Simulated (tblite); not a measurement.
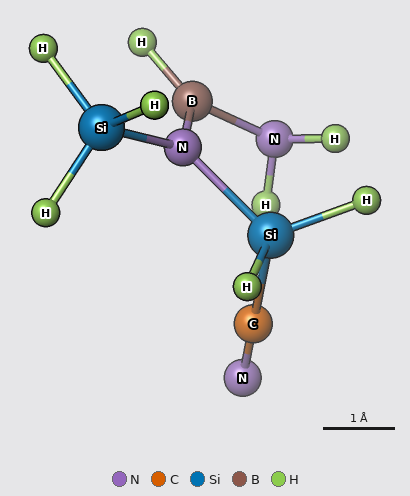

**Figure 1.** The input geometry (ball-and-stick view, seen at a tilt). Bond lengths as drawn: B–H 1.17 Å, B–N 1.39 to 1.48 Å, C–N 1.15 Å, C–Si 1.87 Å, H–N 1.01 Å, H–Si 1.46 to 1.48 Å and N–Si 1.74 to 1.78 Å.

**CH$_{8}$BN$_{3}$Si$_{2}$: saddle-point search**

CH$_{8}$BN$_{3}$Si$_{2}$, computed with GFN2-xTB saddle search (eigenvector following) and harmonic vibrations, gas phase (tblite 0.8.0).

## Output
```
step      E/eV     max force
  0    -535.64636   1.7322
  1    -535.90165   1.1534
  2    -536.02416   0.9302
  3    -536.14973   0.5702
  4    -536.21856   0.6670
  5    -536.29163   0.5056
  6    -536.34467   0.5247
  7    -536.39108   0.6543
  8    -536.43857   0.8456
  9    -536.50300   1.0339
 10    -536.57450   0.6486
 11    -536.65711   0.7578
 12    -536.71338   1.0034
 13    -536.76523   0.8752
 14    -536.80481   0.5189
 15    -536.81116   1.4203
 16    -536.82776   0.4373
 17    -536.85209   0.4410
 18    -536.87116   0.4206
 19    -536.88911   0.3572
 20    -536.90143   0.4024
 21    -536.91478   0.3333
 22    -536.91071   0.4079
 23    -536.89742   0.2174
 24    -536.86563   0.6423
 25    -536.91210   0.1577
 26    -536.93490   0.1236
 27    -536.96210   0.0801
 28    -536.98246   0.1172
 29    -536.98898   0.0714
 30    -536.98918   0.0610
 31    -536.98913   0.0279
 32    -536.98856   0.0510
 33    -536.98809   0.0423
 34    -536.98756   0.0665
 35    -536.98705   0.0797
 36    -536.98693   0.1324
 37    -536.98680   0.0723
 38    -536.98622   0.2812
 39    -536.98695   0.0834
 40    -536.98684   0.2528
 41    -536.98703   0.0291
 42    -536.98694   0.0118
 43    -536.98669   0.0130
 44    -536.98671   0.0135
 45    -536.98666   0.0280
 46    -536.98646   0.0088
 47    -536.98612   0.0195
 48    -536.98597   0.0495
 49    -536.98607   0.0067
 50    -536.98594   0.0124
 51    -536.98584   0.0071
 52    -536.98567   0.0118
 53    -536.98556   0.0094
 54    -536.98522   0.0349
 55    -536.98549   0.0193
 56    -536.98543   0.0081
 57    -536.98531   0.0066
 58    -536.98513   0.0142
 59    -536.98506   0.0078
 60    -536.98480   0.0394
 61    -536.98500   0.0042
 62    -536.98490   0.0104
 63    -536.98482   0.0104
 64    -536.98478   0.0057
 65    -536.98468   0.0156
 66    -536.98467   0.0033
lowest wavenumbers (cm-1): -17.4 25.5 70.8 105.3 188.7 224.8
```

## Trajectory as extended XYZ (Å, eV, eV/Å), 12 frames, from step=0 to step=66
```
15
Properties=species:S:1:pos:R:3:forces:R:3 step=0 energy=-535.64636
N     0.7442    2.4908    2.2544    0.0630   0.0700   0.1270
C     0.1191    1.9091    1.4907   -0.1840   0.0650   0.1190
Si   -0.8906    0.9648    0.2381   -1.2610  -0.9630   0.6950
N    -0.1367   -0.5972   -0.1419   -0.6520   0.0220   0.3080
Si   -0.8692   -2.1427    0.1927   -0.0600  -0.2210   0.0100
B     1.0983   -0.3280   -0.7215    0.3380   0.6460  -0.1900
N     1.2658    1.1384   -0.8699    0.4580   0.0390  -0.2070
H    -1.2887    1.7579   -0.9203   -0.3900   0.1450   0.0100
H    -2.0991    0.5684    0.9868    0.0880   0.0660  -0.0570
H    -2.1440   -2.1832   -0.5309   -0.0070   0.0150   0.0070
H    -1.0755   -2.2505    1.6383   -0.0060   0.0180   0.0060
H     0.0436   -3.1737   -0.2964   -0.0010   0.0330   0.0040
H     1.8918   -1.1338   -1.0302   -0.0900   0.1980   0.0280
H     1.3993    1.6317    0.0040    0.7880  -0.0340  -0.4150
H     0.5129    1.6055   -1.3619    0.9130  -0.0980  -0.4440
15
Properties=species:S:1:pos:R:3:forces:R:3 step=6 energy=-536.34467
N     0.6091    2.5677    2.2343    0.0680  -0.0040   0.0010
C    -0.0083    1.9221    1.5171   -0.0750  -0.0130   0.0130
Si   -1.0833    0.9115    0.3661   -0.2000  -0.1540   0.0560
N    -0.2071   -0.5241   -0.1192   -0.1000  -0.0020  -0.0070
Si   -0.8591   -2.1288    0.1609   -0.0040  -0.0220  -0.0170
B     1.0764   -0.2950   -0.6868    0.1330   0.1730  -0.0190
N     1.4477    1.0657   -1.0336   -0.1060   0.1130   0.2360
H    -1.4144    1.8021   -0.7521   -0.1270  -0.0110  -0.0170
H    -2.2621    0.5020    1.1236    0.0060  -0.0140   0.0140
H    -2.1423   -2.1869   -0.5475   -0.0070  -0.0110   0.0070
H    -1.0503   -2.3166    1.6038    0.0030   0.0370  -0.0330
H     0.0974   -3.0887   -0.3804   -0.0370   0.0070   0.0110
H     1.8169   -1.1869   -0.8733   -0.0080   0.1150   0.1030
H     1.8815    1.6025   -0.2880    0.1930  -0.2000  -0.4450
H     0.6691    1.6108   -1.3931    0.2610  -0.0120   0.0970
15
Properties=species:S:1:pos:R:3:forces:R:3 step=12 energy=-536.71338
N     0.6511    2.5706    2.1482   -0.1670  -0.1760  -0.1520
C    -0.0468    1.9248    1.5048    0.0940   0.0890   0.1030
Si   -1.1843    0.9036    0.4117   -0.0450  -0.0280  -0.0080
N    -0.2964   -0.5027   -0.1106    0.0160  -0.0010  -0.0120
Si   -0.8672   -2.1444    0.1179   -0.0020  -0.0180  -0.0280
B     1.0368   -0.2483   -0.5977    0.0570  -0.0040   0.0370
N     1.4029    1.0412   -1.0188    0.6250   0.5000   0.4880
H    -1.5145    1.8114   -0.7003   -0.1230  -0.0430  -0.0010
H    -2.3555    0.5421    1.2005    0.0090  -0.0870   0.0150
H    -2.1168   -2.3041   -0.6410    0.0390   0.0570   0.0340
H    -1.0987   -2.3910    1.5493   -0.0100   0.0660  -0.0610
H     0.1644   -3.0484   -0.3947   -0.0930   0.0490   0.0250
H     1.8253   -1.1159   -0.6352    0.0220   0.0850   0.0970
H     2.2763    1.4816   -0.7052   -0.5720  -0.5070  -0.6500
H     0.6945    1.7370   -1.1969    0.1480   0.0180   0.1120
15
Properties=species:S:1:pos:R:3:forces:R:3 step=18 energy=-536.87116
N     0.6082    2.7399    1.9958   -0.1310  -0.1400  -0.0610
C    -0.0936    2.0225    1.4395    0.0320   0.0390   0.0590
Si   -1.2377    0.9042    0.4495   -0.0120  -0.0150  -0.0140
N    -0.3182   -0.4952   -0.0252    0.0330  -0.0070  -0.0160
Si   -0.8627   -2.1604    0.0781    0.0090   0.0290   0.0190
B     1.0262   -0.2462   -0.5017    0.0500   0.0150   0.0060
N     1.4289    1.0216   -0.9057    0.3250   0.2390   0.1190
H    -1.5962    1.7512   -0.7044   -0.1060  -0.0670   0.0000
H    -2.3879    0.5891    1.2896    0.0370  -0.1210   0.0040
H    -2.1294   -2.3029   -0.6497   -0.0160   0.1080   0.0250
H    -1.0290   -2.5635    1.4825   -0.0180   0.1090  -0.0370
H     0.1568   -2.9921   -0.5626   -0.0750   0.0100   0.0310
H     1.7971   -1.1247   -0.5559    0.0500   0.0190   0.0340
H     2.4018    1.3001   -0.9502   -0.3240  -0.1640  -0.1870
H     0.8067    1.8140   -0.9476    0.1470  -0.0550   0.0180
15
Properties=species:S:1:pos:R:3:forces:R:3 step=24 energy=-536.86563
N     0.4642    2.9009    1.9964    0.1780   0.2140   0.2210
C    -0.1706    2.1007    1.4823   -0.2320  -0.2930  -0.1710
Si   -1.2133    0.8864    0.4966   -0.0630  -0.0490  -0.0590
N    -0.2586   -0.5148    0.1030    0.0190   0.0460  -0.0910
Si   -0.8402   -2.1702    0.1205   -0.0380   0.0060  -0.0110
B     1.0053   -0.2587   -0.5598   -0.0110  -0.0730   0.0030
N     1.4535    1.0219   -0.8335    0.2740   0.5780  -0.0580
H    -1.4835    1.6465   -0.7395   -0.1500  -0.0220   0.0500
H    -2.4141    0.6192    1.2832    0.0790  -0.1490  -0.0010
H    -2.0089   -2.2777   -0.7704    0.0270   0.0680   0.0830
H    -1.1908   -2.5955    1.4818   -0.0050   0.1670  -0.0110
H     0.2368   -3.0174   -0.3927   -0.0810   0.0000   0.0520
H     1.6622   -1.1531   -0.9222    0.0610  -0.0690  -0.0150
H     2.3360    1.1993   -1.3061   -0.4360  -0.0280   0.2760
H     0.9931    1.8701   -0.5073    0.3790  -0.3950  -0.2680
15
Properties=species:S:1:pos:R:3:forces:R:3 step=30 energy=-536.98918
N     0.3921    2.8386    2.0309    0.0300   0.0360   0.0280
C    -0.2254    2.0685    1.4496   -0.0340  -0.0330  -0.0330
Si   -1.2503    0.8374    0.4775   -0.0450   0.0110  -0.0140
N    -0.2260   -0.4715   -0.0264    0.0070   0.0250   0.0000
Si   -0.8644   -2.0961    0.1058    0.0040  -0.0500  -0.0120
B     1.0647   -0.2432   -0.6317   -0.0050  -0.0210   0.0020
N     1.5745    1.0288   -0.8539    0.0090   0.0110  -0.0030
H    -1.8002    1.5876   -0.6653    0.0190  -0.0310   0.0490
H    -2.2813    0.3525    1.3979    0.0360   0.0180  -0.0330
H    -2.0250   -2.1967   -0.7906    0.0120  -0.0040   0.0140
H    -1.2836   -2.3026    1.4965    0.0050   0.0030  -0.0150
H     0.1732   -3.0507   -0.2706   -0.0330   0.0220   0.0090
H     1.7108   -1.1616   -0.9682   -0.0050   0.0030   0.0040
H     2.4873    1.1822   -1.2440    0.0010   0.0030   0.0010
H     1.1246    1.8841   -0.5756   -0.0010   0.0070   0.0020
15
Properties=species:S:1:pos:R:3:forces:R:3 step=36 energy=-536.98693
N     0.4724    2.8860    1.9708   -0.0740  -0.0920  -0.0600
C    -0.1655    2.0928    1.4420    0.0520   0.0730   0.0440
Si   -1.2351    0.8294    0.5612   -0.0100   0.0170   0.0130
N    -0.2290   -0.4724    0.0063   -0.0100  -0.0070   0.0000
Si   -0.8695   -2.1029    0.0635   -0.0160  -0.0060   0.0050
B     1.0426   -0.2409   -0.6389    0.0010   0.0000   0.0010
N     1.5453    1.0310   -0.8787    0.0000   0.0000   0.0000
H    -1.8793    1.5558   -0.5453    0.0120  -0.0130   0.0210
H    -2.1874    0.3455    1.5616    0.0210   0.0110  -0.0220
H    -1.7958   -2.2834   -1.0649    0.0200   0.0060   0.0280
H    -1.5929   -2.2419    1.3323    0.0200   0.0030  -0.0320
H     0.2362   -3.0528   -0.0017   -0.0170   0.0100  -0.0010
H     1.6778   -1.1597   -0.9947    0.0010   0.0000   0.0010
H     2.4484    1.1838   -1.2911    0.0000   0.0000   0.0010
H     1.1030    1.8872   -0.5904    0.0010  -0.0010  -0.0010
15
Properties=species:S:1:pos:R:3:forces:R:3 step=42 energy=-536.98694
N     0.4760    2.9252    1.9153    0.0040   0.0070   0.0030
C    -0.1587    2.1135    1.4140   -0.0070  -0.0090  -0.0030
Si   -1.2321    0.8199    0.5869   -0.0020   0.0020   0.0000
N    -0.2252   -0.4745    0.0174    0.0000  -0.0010  -0.0010
Si   -0.8787   -2.1001    0.0391    0.0010  -0.0010  -0.0010
B     1.0533   -0.2439   -0.6150    0.0000  -0.0010   0.0000
N     1.5474    1.0270   -0.8756   -0.0010   0.0030   0.0010
H    -1.9276    1.5195   -0.5041    0.0020  -0.0010   0.0020
H    -2.1392    0.3361    1.6270    0.0010   0.0010  -0.0030
H    -1.7804   -2.2573   -1.1101   -0.0010   0.0010   0.0040
H    -1.6307   -2.2494    1.2875    0.0020  -0.0010   0.0010
H     0.2189   -3.0589   -0.0149   -0.0020   0.0020  -0.0020
H     1.7011   -1.1643   -0.9432   -0.0010   0.0020   0.0010
H     2.4560    1.1796   -1.2760   -0.0010   0.0000   0.0010
H     1.0909    1.8852   -0.6162    0.0040  -0.0060  -0.0010
15
Properties=species:S:1:pos:R:3:forces:R:3 step=48 energy=-536.98597
N     0.4999    2.9221    1.9192   -0.0280  -0.0350  -0.0210
C    -0.1425    2.1116    1.4247    0.0170   0.0250   0.0150
Si   -1.2284    0.8221    0.6062   -0.0060   0.0070   0.0050
N    -0.2310   -0.4724    0.0206   -0.0050  -0.0020   0.0010
Si   -0.8744   -2.1027    0.0355   -0.0040   0.0090   0.0020
B     1.0386   -0.2419   -0.6299    0.0010   0.0010   0.0000
N     1.5358    1.0286   -0.8867   -0.0010   0.0000   0.0010
H    -1.9350    1.5272   -0.4750    0.0070  -0.0060   0.0100
H    -2.1239    0.3371    1.6565    0.0090   0.0060  -0.0130
H    -1.6852   -2.3019   -1.1728   -0.0020   0.0010   0.0000
H    -1.7174   -2.2236    1.2272    0.0030   0.0010   0.0000
H     0.2309   -3.0524    0.0946    0.0060  -0.0060  -0.0020
H     1.6760   -1.1629   -0.9767    0.0000   0.0000   0.0000
H     2.4386    1.1798   -1.3001    0.0010   0.0000   0.0000
H     1.0889    1.8867   -0.6114    0.0010  -0.0020   0.0000
15
Properties=species:S:1:pos:R:3:forces:R:3 step=54 energy=-536.98522
N     0.5248    2.8838    1.9672    0.0120   0.0140   0.0090
C    -0.1285    2.0922    1.4577   -0.0080  -0.0100  -0.0070
Si   -1.2258    0.8316    0.6111    0.0020  -0.0040  -0.0030
N    -0.2409   -0.4676    0.0149    0.0010   0.0010  -0.0020
Si   -0.8626   -2.1060    0.0482   -0.0080  -0.0260   0.0010
B     1.0152   -0.2372   -0.6615    0.0000   0.0000   0.0010
N     1.5192    1.0332   -0.9056    0.0010   0.0000   0.0000
H    -1.9093    1.5622   -0.4665   -0.0020   0.0020  -0.0050
H    -2.1379    0.3449    1.6441   -0.0040  -0.0020   0.0040
H    -1.5800   -2.3697   -1.2078    0.0150   0.0050   0.0300
H    -1.7895   -2.1895    1.1809    0.0200  -0.0010  -0.0240
H     0.2503   -3.0359    0.2305   -0.0280   0.0200  -0.0060
H     1.6346   -1.1579   -1.0408    0.0000   0.0000   0.0010
H     2.4123    1.1837   -1.3402    0.0000   0.0000   0.0010
H     1.0894    1.8898   -0.6002    0.0000   0.0010   0.0000
15
Properties=species:S:1:pos:R:3:forces:R:3 step=60 energy=-536.98480
N     0.5451    2.8703    1.9815    0.0120   0.0150   0.0100
C    -0.1158    2.0854    1.4715   -0.0080  -0.0100  -0.0070
Si   -1.2236    0.8351    0.6229    0.0050  -0.0030  -0.0040
N    -0.2483   -0.4644    0.0120    0.0030  -0.0020  -0.0040
Si   -0.8568   -2.1079    0.0500   -0.0020  -0.0280  -0.0010
B     1.0002   -0.2344   -0.6788   -0.0010  -0.0010   0.0000
N     1.5089    1.0353   -0.9167    0.0010   0.0030   0.0000
H    -1.9086    1.5760   -0.4465   -0.0040   0.0030  -0.0060
H    -2.1314    0.3460    1.6579   -0.0070  -0.0040   0.0070
H    -1.4920   -2.4138   -1.2400    0.0140   0.0060   0.0310
H    -1.8515   -2.1688    1.1243    0.0180  -0.0030  -0.0190
H     0.2508   -3.0220    0.3276   -0.0310   0.0230  -0.0080
H     1.6087   -1.1555   -1.0754   -0.0020   0.0030   0.0020
H     2.3965    1.1849   -1.3628   -0.0030   0.0000   0.0020
H     1.0891    1.8913   -0.5956    0.0030  -0.0040  -0.0020
15
Properties=species:S:1:pos:R:3:forces:R:3 step=66 energy=-536.98467
N     0.5697    2.8647    1.9823    0.0000   0.0000   0.0000
C    -0.0994    2.0822    1.4789    0.0000   0.0000   0.0000
Si   -1.2204    0.8359    0.6408    0.0000   0.0000   0.0000
N    -0.2557   -0.4614    0.0095    0.0000   0.0000   0.0000
Si   -0.8536   -2.1092    0.0464   -0.0010  -0.0020   0.0000
B     0.9875   -0.2317   -0.6910    0.0000   0.0000   0.0000
N     1.4983    1.0372   -0.9276    0.0000   0.0000   0.0000
H    -1.9201    1.5821   -0.4160    0.0000   0.0000   0.0000
H    -2.1129    0.3433    1.6883    0.0000   0.0000   0.0000
H    -1.3928   -2.4538   -1.2745    0.0010   0.0010   0.0030
H    -1.9216   -2.1518    1.0468    0.0020   0.0000  -0.0020
H     0.2371   -3.0053    0.4254   -0.0020   0.0020  -0.0010
H     1.5888   -1.1535   -1.0969    0.0000   0.0000   0.0000
H     2.3820    1.1860   -1.3816    0.0000   0.0000   0.0000
H     1.0843    1.8929   -0.5988    0.0000   0.0000   0.0000
```

This output came from the following input.

## The input
```
{"job": {"xc": "GFN2-xTB", "basis": "xTB", "kind": "saddle"}, "charge": 0, "multiplicity": 1}
N      0.744232     2.490831     2.254419
C      0.119053     1.909107     1.490701
Si    -0.890635     0.964825     0.238087
N     -0.136713    -0.597241    -0.141907
Si    -0.869214    -2.142672     0.192695
B      1.098348    -0.327973    -0.721460
N      1.265828     1.138365    -0.869865
H     -1.288731     1.757923    -0.920311
H     -2.099118     0.568369     0.986769
H     -2.144018    -2.183163    -0.530937
H     -1.075517    -2.250492     1.638337
H      0.043604    -3.173747    -0.296404
H      1.891788    -1.133775    -1.030230
H      1.399342     1.631697     0.003964
H      0.512856     1.605473    -1.361874
```

The first line tells a small driver script what to run in tblite; the rest is the geometry in Å.

Command:
```bash
OMP_NUM_THREADS=1 python <driver script> task.json out
```

## Key numbers

```csv
quantity,value
outcome,converged
total energy,−536.9847 eV
point group,C1
hardware,"1 CPU thread, shared host"
wall time,8.2 s
peak memory,0.2 GiB
```
